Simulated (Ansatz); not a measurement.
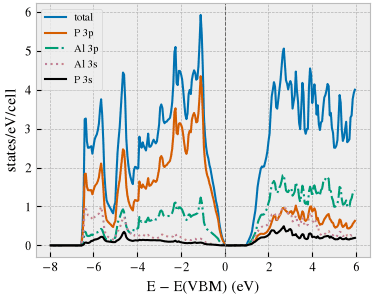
Figure. Total and projected density of states of AlP in space group P6_222 (No. 180; Al on 3d, P on 3c), PBE in the plane-wave PAW code Ansatz

Which orbitals carry the states next to the gap?

Top 1 eV of the valence band: P 3p 76 %, Al 3p 18 %. Bottom 1 eV of the conduction band: Al 3p 39 %, Al 3s 24 %, P 3p 15 %, P 3s 10 %, outside the projected shells 12 %. Projections are on Löwdin-orthogonalised atomic valence shells; empty p or d shells of many metals are not among them.

Where is the tallest occupied peak in this window, and what makes it?

Near -1.1 eV, about 5.9 states/eV per cell; the largest projected share is P 3p.

The start of the workflow was typed in or built on a structure type; neither database checked (COD, Materials Project) lists it. It is not the phase usual at ambient conditions (space group No. 216). The PBE relaxation kept the symmetry of its start; whether a distortion lowers the energy is not shown.

Potentials: the earlier of the program's two PAW sets.
